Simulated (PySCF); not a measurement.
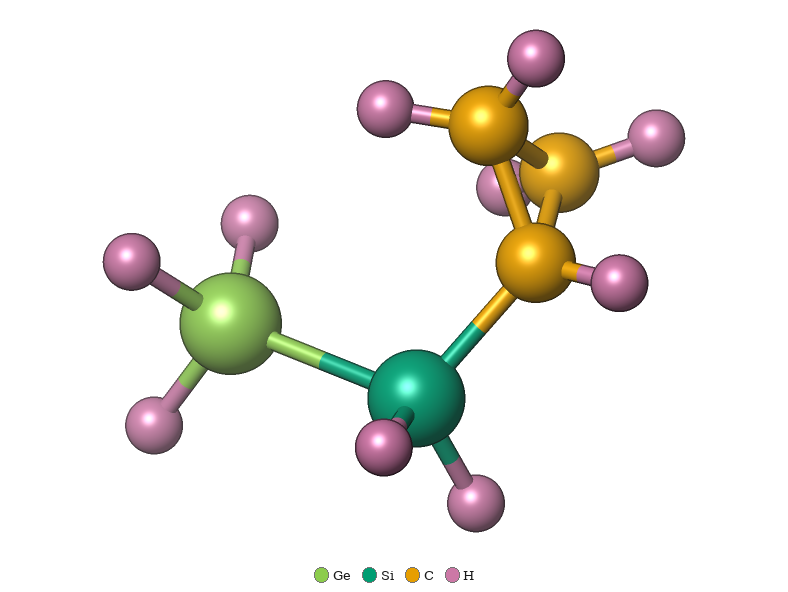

A ball-and-stick model of a molecule. Every bond is drawn as one stick, whatever its order.

Computed geometry: GFN2-xTB optimisation. No frequency run is at hand to confirm it as a minimum.

**Which formula does it have?**

C₃H₁₀GeSi, 15 atoms: 3 carbon, 10 hydrogen, 1 germanium and 1 silicon.

**What is its SMILES?**

[GeH3][SiH2]C1CC1

**How many bonds of each kind are drawn?**

5 C–H, 3 C–C, 3 Ge–H, 2 Si–H, 1 Ge–Si, 1 C–Si.

**Name functional groups in it.**

Among them: Si–H bond.

More results for the same structure follow; atom numbers are the same in all pictures, views and colours differ.

### Dipole moment

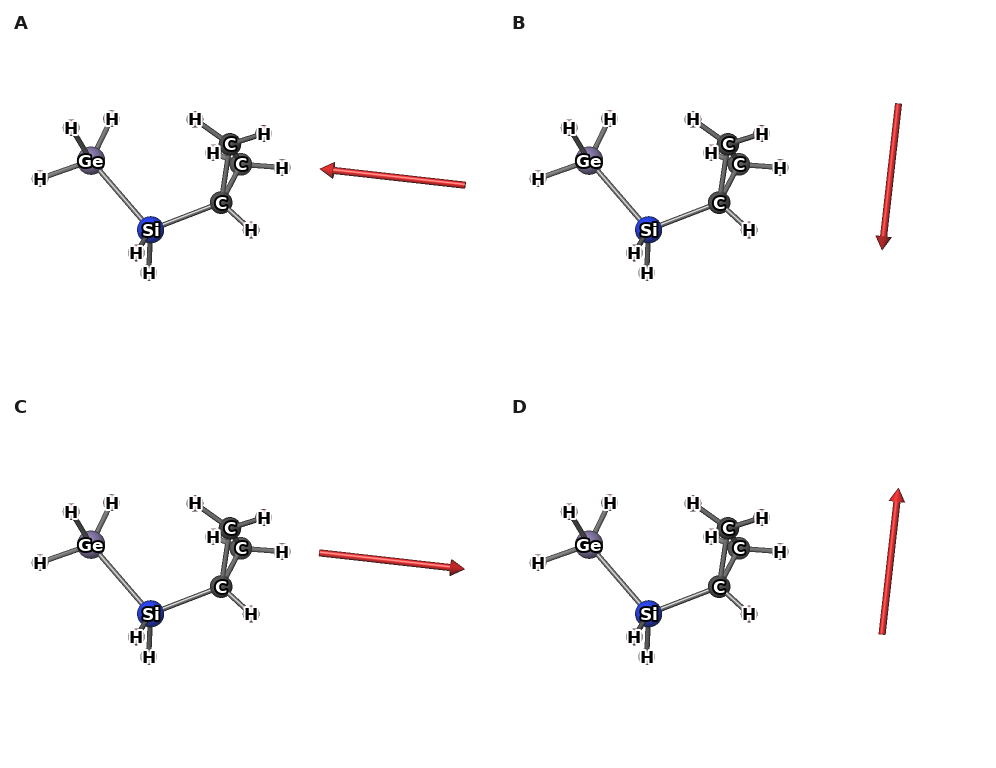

The same molecule four times, each with an arrow. No frequency run is at hand to confirm it as a minimum. Method: PBE0/def2-SVPD, gas phase (PySCF 2.14.0).

**Which arrow points along the dipole moment, from the negative to the positive end?**

C. The dipole moment is 1.18 D.

### Excitation

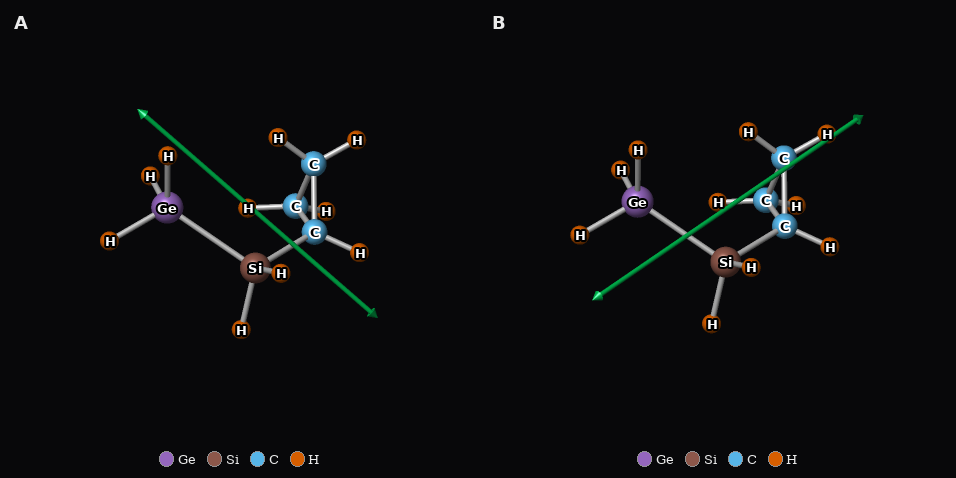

The double arrows show the directions of two transition dipoles from the ground state (lengths mean nothing). No frequency run is at hand to confirm it as a minimum. Level of theory: TDDFT PBE0/def2-SVPD, vertical, gas phase, core orbitals frozen in the response (PySCF 2.14.0).

**One belongs to singlet state 2 and one to singlet state 4. Which is which?**

A: state 4, 7.58 eV (164 nm), oscillator strength 0.090, of mixed character, with the largest part HOMO−1 → LUMO+1 (weight 0.40).
B: state 2, 7.34 eV (169 nm), oscillator strength 0.021, mainly HOMO−1 → LUMO (weight 0.75).

### Polarisability

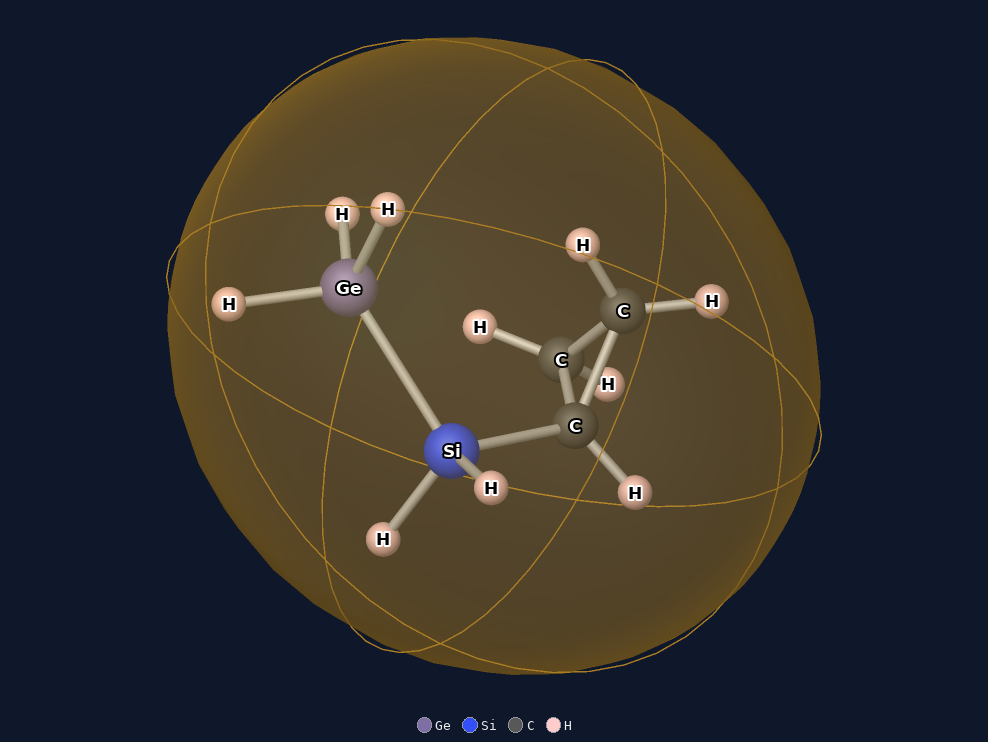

The ellipsoid shows the static dipole polarisability: its half-axes are proportional to the principal values. No frequency run is at hand to confirm it as a minimum. Level of theory: PBE0/def2-SVPD (PySCF 2.14.0).

**How large and how anisotropic is the polarisability?**

Principal values 81.6, 93.6, 103.4 bohr³; mean 92.9 bohr³ (13.77 Å³); anisotropy 18.9 bohr³, so the longest axis is 1.27 times the shortest.

The geometry is semi-empirical. Around Ge, Si such bond lengths and angles can be off by a tenth of an ångström or more and by several degrees, and values that hang on the shape move with them.
